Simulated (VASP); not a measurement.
Band structure of SiO₂ (rutile). These are rev-vdW-DF2, VASP's PBE PAW potentials (set 64) (plane waves; VASP) values and carry that method's errors.

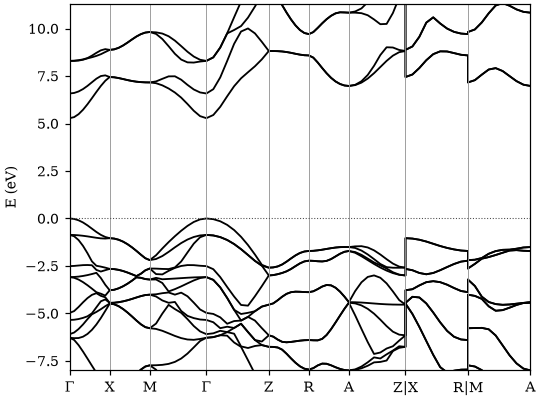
Bands along high-symmetry lines, zero at the valence-band maximum or, without a gap, the Fermi level

Question: Read the plot: is there a gap, and where are the band edges?

Answer: The gap is direct, 5.28 eV, from the valence maximum at Γ to the conduction minimum at Γ. (Edges off the drawn lines would not show.)

The compound is SiO2 in the rutile structure, stishovite, a high-pressure form. It was relaxed first.
